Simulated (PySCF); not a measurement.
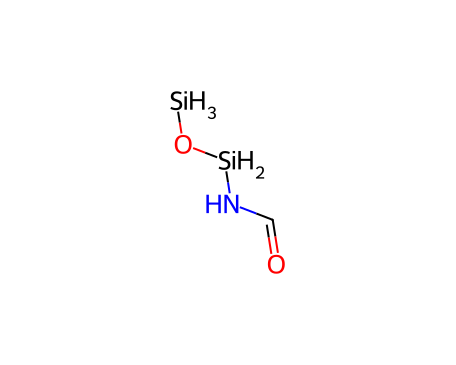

Question: Write the SMILES.

Answer: O=CN[SiH2]O[SiH3]

Question: Give the formula, hydrogens included.

Answer: CH7NO2Si2.

The parts below concern this one geometry. Atoms keep their numbers from picture to picture. The computed structure is the end point of a GFN2-xTB optimisation. No frequency run is at hand to confirm it as a minimum.

Shape

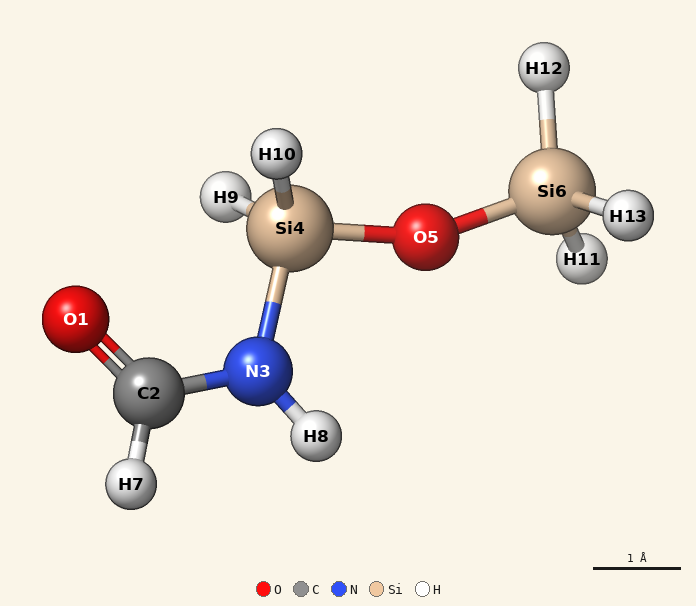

Numbered structure. No frequency run is at hand to confirm it as a minimum.

What are the angles O1–C2–N3, O1–C2–H7, C2–N3–H8, N3–C2–H7, N3–Si4–O5, N3–Si4–H9, N3–Si4–H10, Si4–N3–H8, O5–Si4–H9, O5–Si4–H10, O5–Si6–H12, O5–Si6–H13?

```csv
angle,degrees
O1–C2–N3,122.4
O1–C2–H7,122.6
C2–N3–H8,119.5
N3–C2–H7,115.1
N3–Si4–O5,101.8
N3–Si4–H9,109.8
N3–Si4–H10,109.6
Si4–N3–H8,123.9
O5–Si4–H9,108.8
O5–Si4–H10,109.0
O5–Si6–H12,108.4
O5–Si6–H13,105.5
```

Polarisability

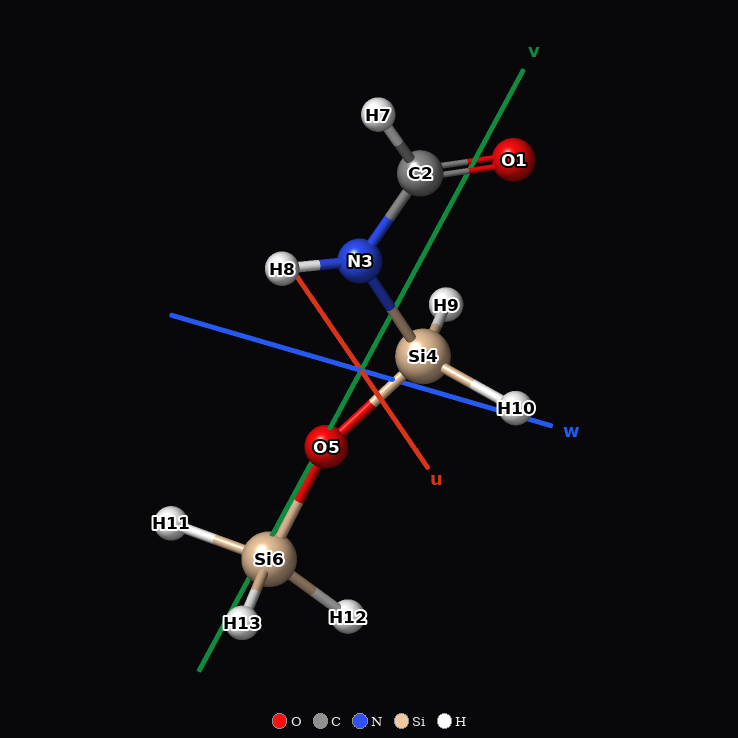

The lines u, v and w are the principal axes of the static dipole polarisability. No frequency run is at hand to confirm it as a minimum. Level of theory: CAM-B3LYP/def2-SVPD (PySCF 2.14.0).

Question: Along which axis is the molecule most polarisable, and along which least?

Answer: Most along v (nearly parallel to the O5–Si6 bond), least along u.

Question: Give the three principal values.

Answer: u 63.0, v 90.4, w 72.8 bohr³; mean 75.4, anisotropy 24.1 bohr³.

Excitation

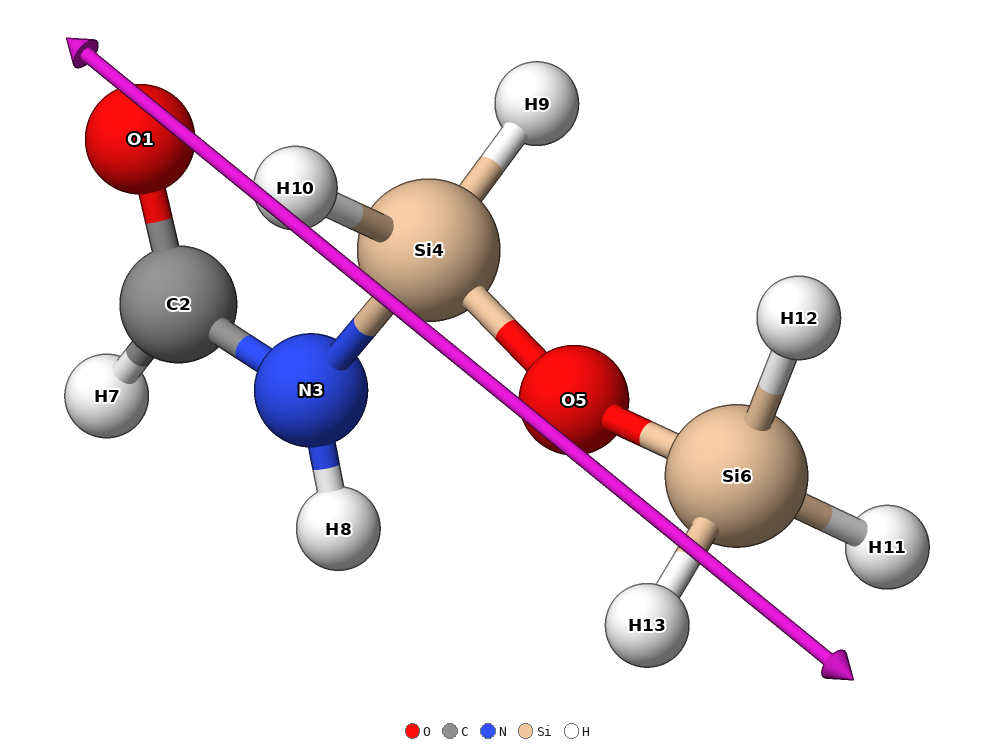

The double arrow shows the direction of the transition dipole to excited singlet state 7 (its length means nothing). No frequency run is at hand to confirm it as a minimum. Properties computed with TDDFT CAM-B3LYP/def2-SVPD, vertical, gas phase, core orbitals frozen in the response (PySCF 2.14.0).

Question: How is the transition polarised?

Answer: Nearly parallel to the C2–N3 bond.

Question: Where does the transition lie, and how strong is it?

Answer: 7.73 eV (160 nm), oscillator strength 0.11, of mixed character, with the largest part HOMO−3 → LUMO (weight 0.28); transition dipole 1.92 D.

NMR shielding

The questions are on isotropic NMR shieldings of the H atoms. No frequency run is at hand to confirm it as a minimum. Method: GIAO PBE0/pcSseg-1 NMR shielding, non-relativistic, gas phase (PySCF 2.14.0).

Question: Which H atom is the most shielded (lowest chemical shift)?

Answer: H8 (27.29 ppm).

Question: Which H atom is the least shielded (highest chemical shift)?

Answer: H7 (23.41 ppm).

Question: How wide is the range of H shifts?

Answer: 3.88 ppm.

List the isotropic NMR shieldings of the H atoms.

```json
{"atom": "H7", "σ (ppm)": "23.41"}
{"atom": "H8", "σ (ppm)": "27.29"}
{"atom": "H9", "σ (ppm)": "26.29"}
{"atom": "H10", "σ (ppm)": "26.29"}
{"atom": "H11", "σ (ppm)": "26.55"}
{"atom": "H12", "σ (ppm)": "26.53"}
{"atom": "H13", "σ (ppm)": "26.55"}
```

The geometry is semi-empirical. Around Si such bond lengths and angles can be off by a tenth of an ångström or more and by several degrees, and values that hang on the shape move with them.
